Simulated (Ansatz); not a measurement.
# Si(vinyl)3(NiPr2) (C12H23NSi): a spread of methods and bases

How do the results and run time of Si(vinyl)3(NiPr2) (C12H23NSi) respond when the settings are drawn wide?

Program: Ansatz 0.2.0, Gaussian basis. Level of theory: the settings change from run to run. These are calculated values, not measurements.

## (1) The molecule

The geometry comes from an earlier relaxation with r2SCAN-D4/def2-SVP; it is a stationary point, not always the lowest conformer.

37 atoms, charge 0, spin multiplicity 1.

Atoms are counted from 1 here; the program's logs count them from 0.

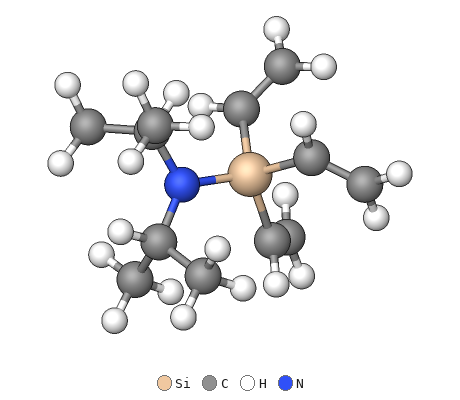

The structure; silicon light orange, carbon grey, hydrogen white, nitrogen blue.

## (2) B3LYP/6-31G*

Set apart from the defaults: density fitting with def2-universal-jkfit, the search for lower states set to off.

Input file in.yaml:

```yaml
crystal:
  periodic: [false, false, false]
  atoms:
    - {symbol: Si, position_ang: [0.616459, 0.800895, 0.285263]}
    - {symbol: C, position_ang: [0.340916, 1.223592, 2.095847]}
    - {symbol: C, position_ang: [1.348270, 1.427053, 2.960617]}
    - {symbol: H, position_ang: [-0.681073, 1.365043, 2.477037]}
    - {symbol: H, position_ang: [2.397785, 1.326053, 2.656879]}
    - {symbol: H, position_ang: [1.171459, 1.712062, 4.005674]}
    - {symbol: C, position_ang: [2.447697, 0.487190, 0.007019]}
    - {symbol: C, position_ang: [3.293067, 1.383151, -0.527636]}
    - {symbol: H, position_ang: [2.860592, -0.482603, 0.327217]}
    - {symbol: H, position_ang: [2.943081, 2.367801, -0.864310]}
    - {symbol: H, position_ang: [4.364026, 1.179266, -0.654686]}
    - {symbol: C, position_ang: [0.118535, 2.299676, -0.739941]}
    - {symbol: C, position_ang: [-0.205781, 3.500606, -0.233238]}
    - {symbol: H, position_ang: [0.071311, 2.182808, -1.834603]}
    - {symbol: H, position_ang: [-0.175615, 3.693493, 0.847078]}
    - {symbol: H, position_ang: [-0.508493, 4.345285, -0.865737]}
    - {symbol: N, position_ang: [-0.242742, -0.645332, -0.202208]}
    - {symbol: C, position_ang: [0.176602, -1.283411, -1.459960]}
    - {symbol: C, position_ang: [0.504505, -2.767789, -1.270319]}
    - {symbol: C, position_ang: [-0.817480, -1.066856, -2.607856]}
    - {symbol: C, position_ang: [-1.510268, -1.113260, 0.376547]}
    - {symbol: C, position_ang: [-1.315395, -1.749774, 1.755497]}
    - {symbol: C, position_ang: [-2.590359, -0.026733, 0.389938]}
    - {symbol: H, position_ang: [1.119431, -0.785145, -1.755965]}
    - {symbol: H, position_ang: [-0.388076, -3.344535, -0.975104]}
    - {symbol: H, position_ang: [0.886979, -3.208735, -2.205273]}
    - {symbol: H, position_ang: [1.266329, -2.896918, -0.485801]}
    - {symbol: H, position_ang: [-1.783868, -1.559040, -2.407912]}
    - {symbol: H, position_ang: [-1.010544, 0.006532, -2.760825]}
    - {symbol: H, position_ang: [-0.425538, -1.485331, -3.549182]}
    - {symbol: H, position_ang: [-1.881271, -1.913099, -0.289177]}
    - {symbol: H, position_ang: [-0.946084, -1.013897, 2.486741]}
    - {symbol: H, position_ang: [-0.575216, -2.562877, 1.700681]}
    - {symbol: H, position_ang: [-2.262865, -2.164943, 2.137826]}
    - {symbol: H, position_ang: [-3.548028, -0.423571, 0.765209]}
    - {symbol: H, position_ang: [-2.306803, 0.819126, 1.037281]}
    - {symbol: H, position_ang: [-2.751531, 0.374203, -0.622620]}
basis:
  gaussian: {orbitals: "6-31G*", fitting: {mean_field: def2-universal-jkfit}}
hamiltonian: {xc: {name: B3LYP}}
scf: {lower_state_search: off}
```

Command:

```console
> ansatz run in.yaml --threads 2 --pin off --events-out ev --progress --plain --max-ram 32768MiB --backend cuda --devices 0, --max-vram 18GiB
```

The log of the run:

```text
Functional definition: B3LYP
  name "B3LYP"
  cite "Stephens, Devlin, Chabalowski & Frisch, J. Phys. Chem. 98, 11623 (1994) doi:10.1021/j100096a001"
  cite "Becke, Phys. Rev. A 38, 3098 (1988) doi:10.1103/PhysRevA.38.3098"
  cite "Lee, Yang & Parr, Phys. Rev. B 37, 785 (1988) doi:10.1103/PhysRevB.37.785"
  cite "Vosko, Wilk & Nusair, Can. J. Phys. 58, 1200 (1980) doi:10.1139/p80-159"
  parameter a0 = 0.2
  parameter ax = 0.72
  parameter ac = 0.81
  exchange = (1 - a0 - ax)*slater_x + ax*b88_x + a0*exact_x
  correlation = (1 - ac)*vwn_rpa_c + ac*lyp_c
these checks for a lower state are left out or cut short: stability, starts, cluster_reference, orbital_swaps, neighbouring_geometries, increment
1519 factors; integrals over basis functions are off by at most 5.7e-2 eV
mean field evaluation 1: about -22163.6074 eV, gradient 9.7e1 eV
mean field evaluation 2: about -22153.9077 eV, gradient 1.1e2 eV
mean field evaluation 4: about -22186.3088 eV, gradient 5.5e0 eV
mean field evaluation 8: about -22186.3677 eV, gradient 2.3e-1 eV
mean field evaluation 16: about -22186.3678 eV, gradient 3.9e-5 eV
mean field -22186.36783907 eV, -815.3339796257 hartree, gradient 5.8e-6 eV, S^2 0.000000; 0 other end points of the search recorded, 0 dependent functions left out
reference -22186.36818987 eV, -815.3339925173 hartree; 58, 58 occupied and 202, 202 virtual orbitals, 1519 factors
Total energy: -22186.36818987 eV, -815.3339925173 hartree
Checks for a lower state left out: stability, starts, cluster_reference, orbital_swaps, neighbouring_geometries, increment
```

It took 8.5 s on 1 × H100 (card shared with other runs) with 2 threads of AMD EPYC 7R13, shared host.

## (3) B97M-V/aug-cc-pVDZ

Set apart from the defaults: charge +1, multiplicity 2, atoms shaken by 0.03 Å, density fitting with def2-universal-jkfit.

Input file in.yaml:

```yaml
crystal:
  periodic: [false, false, false]
  atoms:
    - {symbol: Si, position_ang: [0.599049, 0.771539, 0.317491]}
    - {symbol: C, position_ang: [0.382350, 1.226137, 2.124512]}
    - {symbol: C, position_ang: [1.373662, 1.466478, 2.921505]}
    - {symbol: H, position_ang: [-0.665353, 1.348080, 2.534390]}
    - {symbol: H, position_ang: [2.417406, 1.290392, 2.657915]}
    - {symbol: H, position_ang: [1.169984, 1.732422, 4.002763]}
    - {symbol: C, position_ang: [2.447002, 0.497932, 0.015541]}
    - {symbol: C, position_ang: [3.287369, 1.368291, -0.522245]}
    - {symbol: H, position_ang: [2.908069, -0.448668, 0.359297]}
    - {symbol: H, position_ang: [2.961050, 2.393016, -0.896217]}
    - {symbol: H, position_ang: [4.372883, 1.195220, -0.692946]}
    - {symbol: C, position_ang: [0.129961, 2.291119, -0.777595]}
    - {symbol: C, position_ang: [-0.216872, 3.534758, -0.242564]}
    - {symbol: H, position_ang: [0.069612, 2.131399, -1.774404]}
    - {symbol: H, position_ang: [-0.199745, 3.724685, 0.852127]}
    - {symbol: H, position_ang: [-0.482372, 4.327737, -0.870524]}
    - {symbol: N, position_ang: [-0.231340, -0.605969, -0.156162]}
    - {symbol: C, position_ang: [0.199299, -1.293815, -1.471571]}
    - {symbol: C, position_ang: [0.496733, -2.813114, -1.310208]}
    - {symbol: C, position_ang: [-0.816556, -1.035921, -2.533002]}
    - {symbol: C, position_ang: [-1.549063, -1.146393, 0.363238]}
    - {symbol: C, position_ang: [-1.262836, -1.792003, 1.798752]}
    - {symbol: C, position_ang: [-2.588060, -0.040944, 0.399428]}
    - {symbol: H, position_ang: [1.081432, -0.826027, -1.760645]}
    - {symbol: H, position_ang: [-0.382734, -3.320326, -0.993115]}
    - {symbol: H, position_ang: [0.888664, -3.175487, -2.221240]}
    - {symbol: H, position_ang: [1.238209, -2.880540, -0.504080]}
    - {symbol: H, position_ang: [-1.737113, -1.558063, -2.376617]}
    - {symbol: H, position_ang: [-0.977764, -0.000000, -2.777601]}
    - {symbol: H, position_ang: [-0.474593, -1.507193, -3.519432]}
    - {symbol: H, position_ang: [-1.873883, -1.919849, -0.316414]}
    - {symbol: H, position_ang: [-0.892866, -1.045788, 2.502086]}
    - {symbol: H, position_ang: [-0.607182, -2.573834, 1.720781]}
    - {symbol: H, position_ang: [-2.264297, -2.150963, 2.150814]}
    - {symbol: H, position_ang: [-3.572645, -0.399814, 0.731213]}
    - {symbol: H, position_ang: [-2.255048, 0.802243, 1.015050]}
    - {symbol: H, position_ang: [-2.796787, 0.405754, -0.637031]}
basis:
  gaussian: {orbitals: aug-cc-pVDZ, fitting: {mean_field: def2-universal-jkfit}}
total_charge: 1
magnetization: {spin_polarized: true, initial_magnetization: 1}
hamiltonian: {xc: {name: B97M-V}}
scf: {omitted_lower_state_checks: [starts]}
```

Same command.

The log of the run, cut to the lines that bear on the results:

```text
Functional definition: B97M-V
  name "B97M-V"
  cite "Mardirossian & Head-Gordon, J. Chem. Phys. 142, 074111 (2015) doi:10.1063/1.4907719"
  cite "Becke, J. Chem. Phys. 107, 8554 (1997) doi:10.1063/1.475007"
  cite "Vydrov & Van Voorhis, J. Chem. Phys. 133, 244103 (2010) doi:10.1063/1.3521275"
  # Of w^i u^j: cxij and so on, Table III.
[...]
  gx(w, u) = cx00 + cx01*u + cx02*u^2 + (cx10 + cx11*u)*w
  gss(w, u) = css00 + css02*u^2 + css10*w + (css32*w^3 + css42*w^4)*u^2
  gos(w, u) = cos00 + cos01*u + cos03*u^3 + cos10*w + cos32*w^3*u^2
[...]
      + integral(e_c_pw_mod_opposite_spin*gos(b97_w_opposite, b97_u_opposite)) + vv10(b, c)
[...]
1519 factors; integrals over basis functions are off by at most 2.5e-1 eV
[...]
mean field -22177.61411430 eV, -815.0122861736 hartree, gradient 6.9e-5 eV, S^2 0.755913; 0 other end points of the search recorded, 0 dependent functions left out
reference -22177.61435058 eV, -815.0122948569 hartree; 58, 57 occupied and 475, 476 virtual orbitals, 1519 factors
Total energy: -22177.61435058 eV, -815.0122948569 hartree
Checks for a lower state left out: starts
```

It took 19 s on 1 × H100 (card shared with other runs) with 2 threads of AMD EPYC 7R13, shared host; peak host memory 1.6 GiB.

⟨S²⟩ 0.756.

## (4) HF/6-31G*

Input file in.yaml:

```yaml
crystal:
  periodic: [false, false, false]
  atoms:
    - {symbol: Si, position_ang: [0.616459, 0.800895, 0.285263]}
    - {symbol: C, position_ang: [0.340916, 1.223592, 2.095847]}
    - {symbol: C, position_ang: [1.348270, 1.427053, 2.960617]}
    - {symbol: H, position_ang: [-0.681073, 1.365043, 2.477037]}
    - {symbol: H, position_ang: [2.397785, 1.326053, 2.656879]}
    - {symbol: H, position_ang: [1.171459, 1.712062, 4.005674]}
    - {symbol: C, position_ang: [2.447697, 0.487190, 0.007019]}
    - {symbol: C, position_ang: [3.293067, 1.383151, -0.527636]}
    - {symbol: H, position_ang: [2.860592, -0.482603, 0.327217]}
    - {symbol: H, position_ang: [2.943081, 2.367801, -0.864310]}
    - {symbol: H, position_ang: [4.364026, 1.179266, -0.654686]}
    - {symbol: C, position_ang: [0.118535, 2.299676, -0.739941]}
    - {symbol: C, position_ang: [-0.205781, 3.500606, -0.233238]}
    - {symbol: H, position_ang: [0.071311, 2.182808, -1.834603]}
    - {symbol: H, position_ang: [-0.175615, 3.693493, 0.847078]}
    - {symbol: H, position_ang: [-0.508493, 4.345285, -0.865737]}
    - {symbol: N, position_ang: [-0.242742, -0.645332, -0.202208]}
    - {symbol: C, position_ang: [0.176602, -1.283411, -1.459960]}
    - {symbol: C, position_ang: [0.504505, -2.767789, -1.270319]}
    - {symbol: C, position_ang: [-0.817480, -1.066856, -2.607856]}
    - {symbol: C, position_ang: [-1.510268, -1.113260, 0.376547]}
    - {symbol: C, position_ang: [-1.315395, -1.749774, 1.755497]}
    - {symbol: C, position_ang: [-2.590359, -0.026733, 0.389938]}
    - {symbol: H, position_ang: [1.119431, -0.785145, -1.755965]}
    - {symbol: H, position_ang: [-0.388076, -3.344535, -0.975104]}
    - {symbol: H, position_ang: [0.886979, -3.208735, -2.205273]}
    - {symbol: H, position_ang: [1.266329, -2.896918, -0.485801]}
    - {symbol: H, position_ang: [-1.783868, -1.559040, -2.407912]}
    - {symbol: H, position_ang: [-1.010544, 0.006532, -2.760825]}
    - {symbol: H, position_ang: [-0.425538, -1.485331, -3.549182]}
    - {symbol: H, position_ang: [-1.881271, -1.913099, -0.289177]}
    - {symbol: H, position_ang: [-0.946084, -1.013897, 2.486741]}
    - {symbol: H, position_ang: [-0.575216, -2.562877, 1.700681]}
    - {symbol: H, position_ang: [-2.262865, -2.164943, 2.137826]}
    - {symbol: H, position_ang: [-3.548028, -0.423571, 0.765209]}
    - {symbol: H, position_ang: [-2.306803, 0.819126, 1.037281]}
    - {symbol: H, position_ang: [-2.751531, 0.374203, -0.622620]}
basis:
  gaussian: {orbitals: "6-31G*"}
hamiltonian: {xc: {name: HF}}
scf: {omitted_lower_state_checks: [starts]}
```

Launched as before.

The log of the run:

```text
Functional definition: HF
  name "HF"
  cite "Fock, Z. Phys. 61, 126 (1930) doi:10.1007/BF01340294"
  parent pbe
  exchange = exact_x
  correlation = 0
these checks for a lower state are left out or cut short: starts
2762 factors; integrals over basis functions are off by at most 1.0e-3 eV
mean field evaluation 1: about -22063.9684 eV, gradient 5.1e1 eV
mean field evaluation 2: about -22064.1712 eV, gradient 5.1e1 eV
mean field evaluation 4: about -22071.7461 eV, gradient 6.9e0 eV
mean field evaluation 8: about -22071.8718 eV, gradient 2.4e-1 eV
mean field -22071.87203848 eV, -811.1263365619 hartree, gradient 2.3e-5 eV, S^2 0.000000; 0 other end points of the search recorded, 0 dependent functions left out
reference -22071.87203848 eV, -811.1263365619 hartree; 58, 58 occupied and 202, 202 virtual orbitals, 2762 factors
Total energy: -22071.87203848 eV, -811.1263365619 hartree
Checks for a lower state left out: starts
```

Run time: 7 s. Hardware: 1 × H100 (card shared with other runs) with 2 threads of AMD EPYC 7R13, shared host.

## (5) B97M-V/6-31G

in.yaml, as its differences from that of step 4:

```diff
@@ -41,4 +41,4 @@
 basis:
-  gaussian: {orbitals: "6-31G*"}
-hamiltonian: {xc: {name: HF}}
-scf: {omitted_lower_state_checks: [starts]}
+  gaussian: {orbitals: 6-31G}
+hamiltonian: {xc: {name: B97M-V}}
+output: {forces: true}
```

The command is unchanged.

The log of the run, cut to the lines that bear on the results:

```text
Functional definition: B97M-V
  name "B97M-V"
  cite "Mardirossian & Head-Gordon, J. Chem. Phys. 142, 074111 (2015) doi:10.1063/1.4907719"
  cite "Becke, J. Chem. Phys. 107, 8554 (1997) doi:10.1063/1.475007"
  cite "Vydrov & Van Voorhis, J. Chem. Phys. 133, 244103 (2010) doi:10.1063/1.3521275"
  # Of w^i u^j: cxij and so on, Table III.
[...]
  gx(w, u) = cx00 + cx01*u + cx02*u^2 + (cx10 + cx11*u)*w
  gss(w, u) = css00 + css02*u^2 + css10*w + (css32*w^3 + css42*w^4)*u^2
  gos(w, u) = cos00 + cos01*u + cos03*u^3 + cos10*w + cos32*w^3*u^2
[...]
      + integral(e_c_pw_mod_opposite_spin*gos(b97_w_opposite, b97_u_opposite)) + vv10(b, c)
3271 factors; their error is unknown
[...]
mean field -22179.55404561 eV, -815.0835773346 hartree, gradient 3.5e-5 eV, S^2 0.000000; 0 other end points of the search recorded, 0 dependent functions left out
[...]
Atom 27 at    -1.783868    -1.559040    -2.407912 Å, force     0.240086     0.121090    -0.039911 eV/Å
Atom 28 at    -1.010544     0.006532    -2.760825 Å, force     0.059516    -0.258323     0.060219 eV/Å
Atom 29 at    -0.425538    -1.485331    -3.549182 Å, force    -0.089868     0.098260     0.235612 eV/Å
Atom 30 at    -1.881271    -1.913099    -0.289177 Å, force     0.090788     0.165501     0.127944 eV/Å
Atom 31 at    -0.946084    -1.013897     2.486741 Å, force    -0.095844    -0.183842    -0.191911 eV/Å
Atom 32 at    -0.575216    -2.562877     1.700681 Å, force    -0.191607     0.218742    -0.012110 eV/Å
Atom 33 at    -2.262865    -2.164943     2.137826 Å, force     0.219708     0.106099    -0.100585 eV/Å
Atom 34 at    -3.548028    -0.423571     0.765209 Å, force     0.246719     0.092617    -0.089328 eV/Å
Atom 35 at    -2.306803     0.819126     1.037281 Å, force    -0.055820    -0.202816    -0.145020 eV/Å
Atom 36 at    -2.751531     0.374203    -0.622620 Å, force     0.054807    -0.118282     0.246211 eV/Å
Dipole moment:    -0.002639     0.002386    -0.043984 e Å
```

Wall time 10 s (1 × H100 (card shared with other runs) with 2 threads of AMD EPYC 7R13, shared host); peak host memory 1.1 GiB.

Largest force 0.666 eV/Å, dipole 0.21 D.

## (6) All runs side by side

| level | charge | multiplicity | geometry | functions | energy (eV) | time |
| --- | --- | --- | --- | --- | --- | --- |
| B3LYP/6-31G* | 0 | 1 | relaxed | 260 | -22186.368 | 8.5 s |
| B97M-V/aug-cc-pVDZ | 1 | 2 | shaken | 533 | -22177.614 | 19 s |
| HF/6-31G* | 0 | 1 | relaxed | 260 | -22071.872 | 7 s |
| B97M-V/6-31G | 0 | 1 | relaxed | 176 | -22179.554 | 10 s |

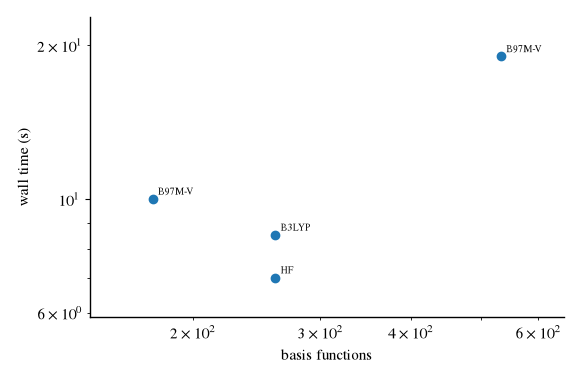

Wall time against the number of basis functions (shared host).

## (7) Summary of results

| quantity | value |
| --- | --- |
| runs | 4 |
| quickest | HF/6-31G*, 7 s |
| slowest | B97M-V/aug-cc-pVDZ, 19 s |
| spread of total energies, same state and geometry | 114.5 eV |

B97M-V/aug-cc-pVDZ took 3 times as long as HF/6-31G*. The jobs differ in tasks and options as well as level. Total energies at one charge and spin differ by 114 eV between levels, so only differences within one level mean anything. At the r2SCAN-D4/def2-SVP geometry and in the same state, runs without warnings or point charges leave forces up to 0.67 eV/Å (B97M-V/6-31G).
